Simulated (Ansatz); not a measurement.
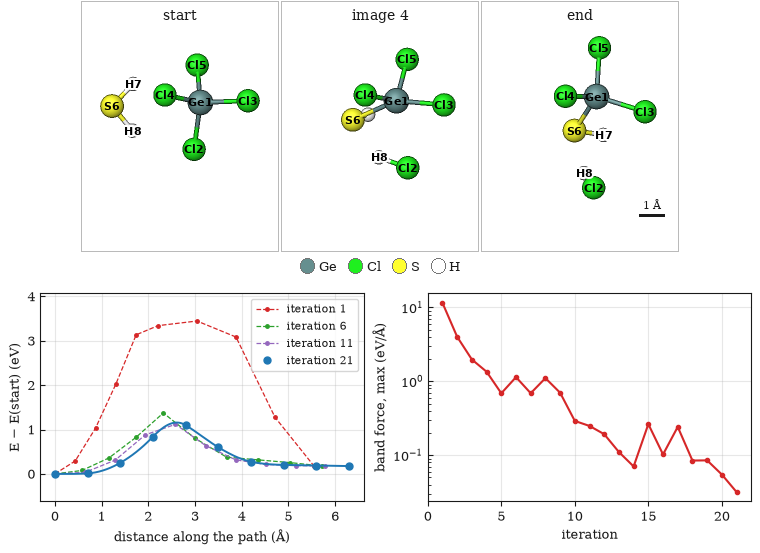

NEB run on GeH$_{2}$SCl$_{4}$, made up at the start of GeCl₄ and H2S. Images are numbered from 0 (start) to 9 (end). The plot follows the band through its iterations. Style: ball-and-stick. Shown at a tilt.

Method: Ansatz, RKS BLYP-D4/def2-SVP. Run with 8 movable images; no climbing image; force threshold 0.05 eV/Å; iteration limit 60; starting path through a guess of the saddle point.

Did the band converge, and can the barrier be trusted?

The run is converged, with reservations. The band converged in 21 iterations. The largest component of the band force went from 12 to 0.032 eV/Å. No image climbed, so the highest image needn't lie on the saddle point, and the true maximum along this path can be higher. The first iteration put the highest image at 3.45 eV. The highest point, image 4, lies 1.10 eV above the start and 0.92 eV above the end; the end is at +0.18 eV relative to the start.

Limits of the set-up: the start holds two separate molecules, 2.9 Å apart at their closest, whose relative position is a soft coordinate.

The run took 4.9 min on 4 threads of Arm Neoverse V1 (shared host), peak memory 0.23 GiB.
